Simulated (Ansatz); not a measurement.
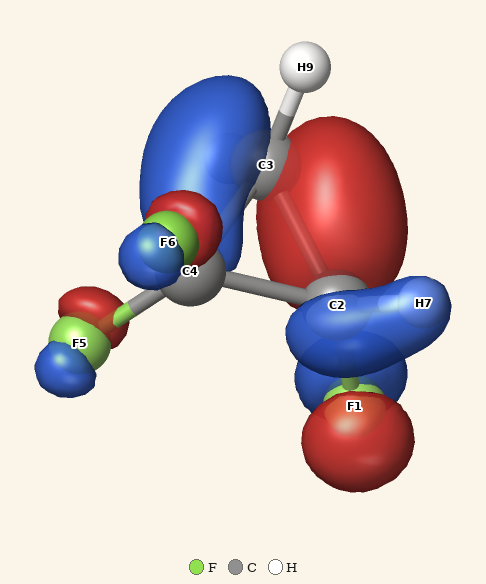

*C3H3F3. The HOMO−1 at ±0.2 Å⁻³ᐟ² (blue and red are the two phases), seen at a tilt.*

Geometry: PBE0-D4/def2-TZVP.

The calculation used RKS PBE0-D4/def2-TZVPP in Ansatz 0.2.0.

```xyz
9

F    -1.4684   -0.8841    0.9105
C    -0.3858   -0.0872    0.7647
C     0.7123   -0.5457   -0.1792
C    -0.1711    0.5884   -0.5315
F    -1.0677    0.4359   -1.5078
F     0.3194    1.8359   -0.5398
H    -0.1114    0.4326    1.6763
H     0.5213   -1.4701   -0.7108
H     1.7400   -0.3519    0.1003
```

Where does this orbital lie, and at what energy?

Answer. It lies mainly on C3 (about 35 %), C2 (about 20 %), F1 (about 20 %) and C4 (about 10 %). Its energy is −9.28 eV.
